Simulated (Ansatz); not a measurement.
Take Li2S in the anti-fluorite structure (space group Fm-3m, No. 225; a = 5.6549 Å) as the base. Axes: x, y, z lie along the cube axes.

It is then changed as follows: the cell is stretched by 0.50 % along z with no lateral relaxation; the atoms relax in the strained cell.

Computed with plane-wave PAW DFT at the PBEsol level (Ansatz, a program for electronic structure, 420 eV), no spin-orbit coupling.

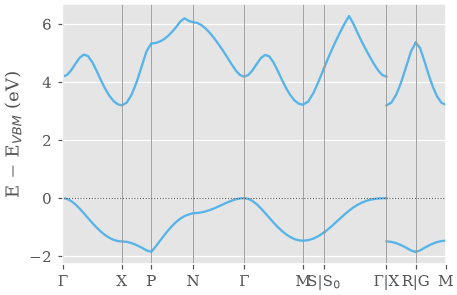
*Highest valence and lowest conduction band along the path of the changed cell's own zone*

The gap is 3.20 eV, indirect, Γ → X; the base has 3.20 eV.

Whether these cells are dynamically stable was not tested. Labels are those of the standard path for the cell's own space group.
